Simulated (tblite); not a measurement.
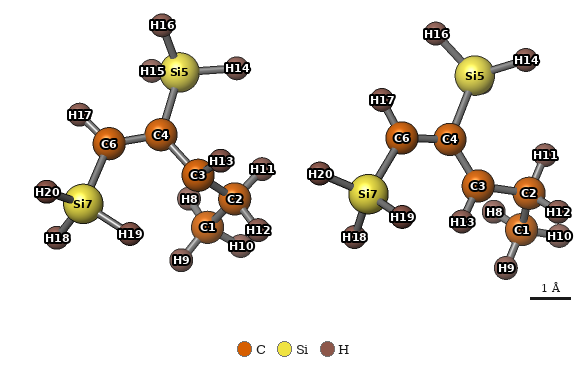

Two geometries of C5H13Si2 (multiplicity 2), drawn at one scale. One is the start of a relaxation, the other its converged end. A ball-and-stick model, seen at a tilt.

All numbers below come from tblite, GFN2-xTB geometry optimisation, gas phase. 

Which of the two is the end point?

Answer. The right one is the relaxed one. Over 167 geometry steps the energy falls by 27.2 kcal/mol. H13 moves most after the best rigid fit: 2.26 Å. By element the largest moves are H 2.26 Å, C 0.73 Å, Si 0.62 Å. Among the contacts that change: C3–C4 1.459 → 1.374 Å, C4–C6 1.335 → 1.394 Å, C4–Si5 1.844 → 1.899 Å, C1–H8 1.137 → 1.088 Å. Bond angles that change, for instance: C2–C3–C4 117.0° → 126.3°, C4–C3–H13 110.4° → 118.5°, C2–C1–H9 116.9° → 110.5°. Groups turn about C4–Si5 by about 65°, C6–Si7 by about 50°.
